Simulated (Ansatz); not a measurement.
# Convergence study of the plane-wave cutoff for Co (P-3m1, 2 atoms in the cell)

```
CELL_PARAMETERS angstrom
      1.26127    -2.18459     0.00000
      1.26127     2.18459     0.00000
      0.00000     0.00000     4.09035
ATOMIC_POSITIONS crystal
  Co 0.33333 0.66667 0.26222
  Co 0.66667 0.33333 0.75000
```
Moments meant for the start (each program seeds them in its own way; μB, in the order of the atoms Co Co): 2.0 2.0.

Method: LDA (PW92), default PAW files made with PBE (plane waves; Ansatz, a program for electronic structure).

Base settings: basis.ecutwfc = 420 eV; kpoints.mp_grid.grid = 13 13 7; hamiltonian.xc = lda; hamiltonian.pseudopotentials = {kind: paw} (the program's default PAW files); magnetization.spin_polarized = true; scf.occupations.method = fermi_dirac; scf.occupations.width = 0.1 eV.

The second cell is the first with its lattice scaled by 0.98.

The mesh stays at the base's, so the ladder's end is converged at best in this setting alone.

The first pressure column holds Ansatz's estimate of the finite-basis (Pulay) stress, which hides part of the cutoff error; the other is without it.

Only quantities that move along the ladder and can be compared are tabulated.

The magnetic state is not the same in all runs (site moments differ, or a search went on to a lower state), so steps between rows are not convergence errors alone.

The count of work is k-points × plane waves × bands × iterations; it is no time. 

The starting cell has typed, rounded lattice constants, without a prior relaxation at this level. Its lattice was rescaled by up to half a per cent. One atom was moved a little off its site on purpose. The magnetic order is the one reached from the typed start; others were not searched systematically. In the base run, with a pressure of about -24 GPa the cell is away from its equilibrium volume at this level.

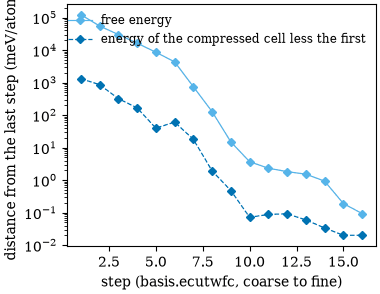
*Distance from the last step along the ladder; very small values are drawn at a floor.*

| basis.ecutwfc | free energy less the last step's (meV/atom) | energy of the compressed cell less the first (meV/atom) | pressure (GPa) | pressure without the Pulay estimate (GPa) | largest difference of a force vector from the last step's (eV/Å) | count of work / last |
|---|---|---|---|---|---|---|
| 145 eV | 122448.40 | 1241.47 | 100.75 | -5495.29 | 8.315 | 0.055 |
| 170 eV | 55048.51 | -939.44 | -242.22 | -2906.33 | 0.082 | 0.062 |
| 190 eV | 30003.59 | -399.02 | -105.97 | -1751.44 | 1.750 | 0.075 |
| 210 eV | 16298.04 | -244.72 | -53.15 | -1060.31 | 1.211 | 0.082 |
| 230 eV | 8582.33 | -38.52 | -16.15 | -634.14 | 0.680 | 0.10 |
| 250 eV | 4338.36 | -17.41 | -2.67 | -372.75 | 0.091 | 0.12 |
| 295 eV | 744.11 | -60.17 | -18.87 | -107.11 | 0.117 | 0.15 |
| 335 eV | 127.26 | -80.06 | -24.61 | -43.13 | 0.027 | 0.16 |
| 380 eV | 14.93 | -78.62 | -23.98 | -26.49 | 0.003 | 0.19 |
| 420 eV | 3.68 | -78.07 | -23.89 | -24.19 | 0.000 | 0.25 |
| 460 eV | 2.32 | -78.06 | -23.89 | -23.97 | 0.000 | 0.30 |
| 505 eV | 1.82 | -78.05 | -23.89 | -23.92 | 0.000 | 0.35 |
| 565 eV | 1.52 | -78.09 | -23.90 | -23.93 | 0.000 | 0.38 |
| 630 eV | 0.93 | -78.11 | -23.90 | -23.97 | 0.000 | 0.47 |
| 735 eV | 0.19 | -78.14 | -23.91 | -23.93 | 0.000 | 0.63 |
| 840 eV | 0.09 | -78.14 | -23.91 | -23.91 | 0.000 | 0.75 |
| 1010 eV | 0.00 | -78.15 | -23.91 | -23.92 | 0.000 | 1.0 |

Coarsest basis.ecutwfc that holds the pressure within 0.2 GPa of the last step, with all finer ones: 380 eV, at 0.19 of the last step's count of work; the step before is off by 0.70 GPa.

Coarsest basis.ecutwfc that holds the pressure without the Pulay estimate within 0.1 GPa of the last step, with all finer ones: 460 eV, at 0.30 of the last step's count of work; the step before is off by 0.27 GPa.

Coarsest basis.ecutwfc that holds the energy of the compressed cell less the first within 0.2 meV/atom of the last step, with all finer ones: 420 eV, at 0.25 of the last step's count of work; the step before is off by 0.48 meV/atom.

The energy difference between the two cells stays within 1 meV/atom of the last step's from 380 eV on, the total only from 630 eV on: much of the error is common to both cells and cancels.

At the lowest cutoff the pressure without the Pulay estimate lies 5470 GPa under the last step's, the usual sign of Pulay stress in an incomplete plane-wave basis.

Keys are those of Ansatz 0.2.
